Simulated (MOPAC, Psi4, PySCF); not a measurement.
Two rigid molecules brought together: CH3Cl ··· F4Si (SMILES CCl and F[Si](F)(F)F). Monomers: optimised at B3LYP-D3(BJ) (def2-TZVP), held rigid. Orientation: a random orientation, not optimised. R is the distance of the centres of mass, along which the second monomer moves.

Geometry at R = 4.38 Å (first 5 atoms: monomer A):
```
10

C     -0.1538    -0.0002    -0.0007
Cl     1.6406     0.0021     0.0074
H     -0.4910    -0.5522    -0.8727
H     -0.4991    -0.4787     0.9107
H     -0.4967     1.0291    -0.0447
F     -0.8883    -1.7577     3.8272
Si     0.6262    -1.4613     4.1027
F      1.1262    -2.3633     5.2830
F      1.4643    -1.7737     2.8154
F      0.8025     0.0488     4.4852
```

Computed with: AM1, restricted, heats of formation (MOPAC); RKS-B3LYP/6-31G* = restricted B3LYP/6-31G*, spherical d, no counterpoise correction run with PySCF; RHF/STO-3G = restricted Hartree-Fock/STO-3G, no counterpoise correction (PySCF); PM7, restricted, heats of formation (MOPAC); SAPT0/jun-cc-pVDZ, frozen core (Psi4).

Interaction energies in kcal/mol (negative: bound); R is the distance of the centres of mass, d the H4···F9 distance.

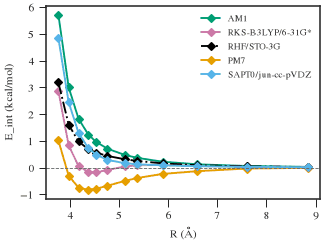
Fig. 1. Interaction energy against separation.

```json
[
 {"R / Å": "3.77", "d / Å": "2.66", "AM1": "5.72", "RKS-B3LYP/6-31G*": "2.87", "RHF/STO-3G": "3.19", "PM7": "1.02", "SAPT0/jun-cc-pVDZ": "4.85"},
 {"R / Å": "3.98", "d / Å": "2.78", "AM1": "3.00", "RKS-B3LYP/6-31G*": "0.83", "RHF/STO-3G": "1.61", "PM7": "-0.30", "SAPT0/jun-cc-pVDZ": "2.44"},
 {"R / Å": "4.18", "d / Å": "2.90", "AM1": "1.83", "RKS-B3LYP/6-31G*": "0.06", "RHF/STO-3G": "0.98", "PM7": "-0.75", "SAPT0/jun-cc-pVDZ": "1.30"},
 {"R / Å": "4.38", "d / Å": "3.03", "AM1": "1.24", "RKS-B3LYP/6-31G*": "-0.17", "RHF/STO-3G": "0.69", "PM7": "-0.83", "SAPT0/jun-cc-pVDZ": "0.73"},
 {"R / Å": "4.54", "d / Å": "3.14", "AM1": "0.96", "RKS-B3LYP/6-31G*": "-0.17", "RHF/STO-3G": "0.56", "PM7": "-0.79", "SAPT0/jun-cc-pVDZ": "0.48"},
 {"R / Å": "4.77", "d / Å": "3.30", "AM1": "0.71", "RKS-B3LYP/6-31G*": "-0.09", "RHF/STO-3G": "0.44", "PM7": "-0.68", "SAPT0/jun-cc-pVDZ": "0.29"},
 {"R / Å": "5.12", "d / Å": "3.56", "AM1": "0.48", "RKS-B3LYP/6-31G*": "0.04", "RHF/STO-3G": "0.31", "PM7": "-0.50", "SAPT0/jun-cc-pVDZ": "0.17"},
 {"R / Å": "5.37", "d / Å": "3.76", "AM1": "0.37", "RKS-B3LYP/6-31G*": "0.09", "RHF/STO-3G": "0.25", "PM7": "-0.39", "SAPT0/jun-cc-pVDZ": "0.13"},
 {"R / Å": "5.89", "d / Å": "4.18", "AM1": "0.22", "RKS-B3LYP/6-31G*": "0.10", "RHF/STO-3G": "0.16", "PM7": "-0.24", "SAPT0/jun-cc-pVDZ": "0.09"},
 {"R / Å": "6.60", "d / Å": "4.80", "AM1": "0.12", "RKS-B3LYP/6-31G*": "0.06", "RHF/STO-3G": "0.09", "PM7": "-0.13", "SAPT0/jun-cc-pVDZ": "0.05"},
 {"R / Å": "7.61", "d / Å": "5.71", "AM1": "0.06", "RKS-B3LYP/6-31G*": "0.03", "RHF/STO-3G": "0.04", "PM7": "-0.03", "SAPT0/jun-cc-pVDZ": "0.03"},
 {"R / Å": "8.85", "d / Å": "6.86", "AM1": "0.03", "RKS-B3LYP/6-31G*": "0.01", "RHF/STO-3G": "0.02", "PM7": "-0.01", "SAPT0/jun-cc-pVDZ": "0.01"}
]
```

Lowest grid point: AM1 0.03 kcal/mol at R = 8.85 Å; RKS-B3LYP/6-31G* -0.17 kcal/mol at R = 4.54 Å; RHF/STO-3G 0.02 kcal/mol at R = 8.85 Å; PM7 -0.83 kcal/mol at R = 4.38 Å; SAPT0/jun-cc-pVDZ 0.01 kcal/mol at R = 8.85 Å.
